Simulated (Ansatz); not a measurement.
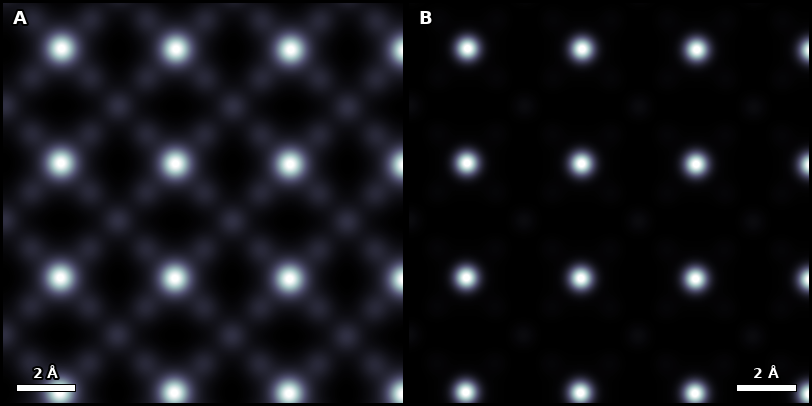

Two simulated images of the same area of Mg₂WO₄ (F-43m, No. 216) along [001], with a probe of 0.66 Å. One is incoherent Z contrast (Z^1.7 per atom), the other the projected potential of neutral atoms blurred by the probe (iDPC-like, thin sample). Brightness is counted from the darkest point of the image. Atomic positions: the geometry relaxed with DFT PBE, scalar-relativistic, plane waves, PAW in Ansatz; the starting structure was generated, so it need not be a known form of this composition.

Question: Which panel is which, and how can one tell?

Answer: B is the Z-contrast image and A the potential image. The columns of 1 O per repeat reach about 2 % of the brightest peak (1 W + 1 Mg) in B but about 17 % in A, mainly since the potential grows much more slowly with atomic number. The Mg and O columns show clearly in A alone.
